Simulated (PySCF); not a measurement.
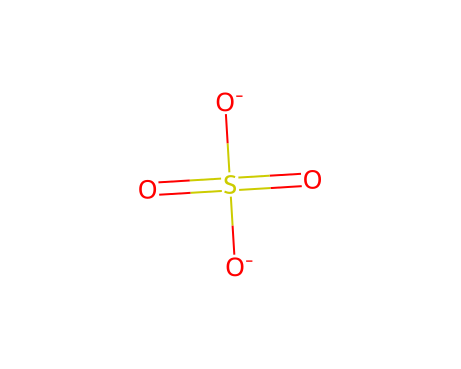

Charge −2, singlet.

Question: Transcribe the drawing into SMILES.

Answer: O=S(=O)([O-])[O-]

Question: What is the molecular formula?

Answer: SO4, charge -2.

Question: An optimisation with PBE0-D3(BJ)/def2-SVP gave a structure of which point group?

Answer: Td.

The parts below concern this one geometry. Atoms keep their numbers from picture to picture. The geometry was computed by an optimisation with PBE0-D3(BJ)/def2-SVP. No frequency run is at hand to confirm it as a minimum.

### Shape

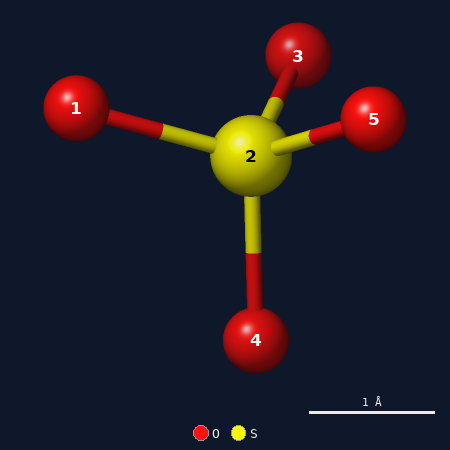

Numbered structure. No frequency run is at hand to confirm it as a minimum.

Question: How are the neighbours of atom 2 arranged?

Answer: S2 has 4 neighbours (O1 at 1.52, O3 at 1.52, O4 at 1.52, O5 at 1.52 Å); the arrangement is tetrahedral.

### Quadrupole coupling

No frequency run is at hand to confirm it as a minimum. Electric field gradients from the ground-state density, PBE0/pcSseg-1 in tetrahydrofuran (IEF-PCM) (PySCF 2.14.0), non-relativistic apart from any core potentials.

Give the largest field-gradient component, the quadrupole coupling constant and the asymmetry for 17O at O1 (Q = −25.6 mb).

| atom | V_zz (a.u.) | e²qQ/h (MHz) | η |
| --- | --- | --- | --- |
| O1 | 1.626 | −9.78 | 0.00 |

### Electronic properties

No frequency run is at hand to confirm it as a minimum. Properties computed with B3LYP/def2-SVPD in tetrahydrofuran (IEF-PCM) (PySCF 2.14.0).

Predict the main results.

- HOMO energy (Kohn–Sham orbital): −4.95 eV
- mean static polarisability: 61.4 bohr³

### Charges

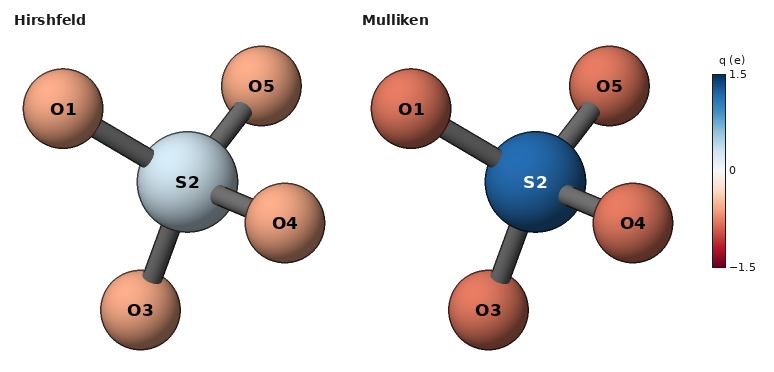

Atomic charges of one calculation by 2 schemes, on one colour scale. No frequency run is at hand to confirm it as a minimum. Computed with PBE0/pcSseg-1 in tetrahydrofuran (IEF-PCM) (PySCF 2.14.0).

Question: Which scheme gives the most polar picture (largest mean size of the charges)?

Answer: The Mulliken charges are the largest in size here.

List the charges (e), one line for each set of equivalent atoms.

```tsv
atom	Hirshfeld	Mulliken
O1, O3, O4…	−0.58	−0.79
S2	0.32	1.16
```

Mulliken values depend strongly on the basis set and can even reverse the polarity of a bond.
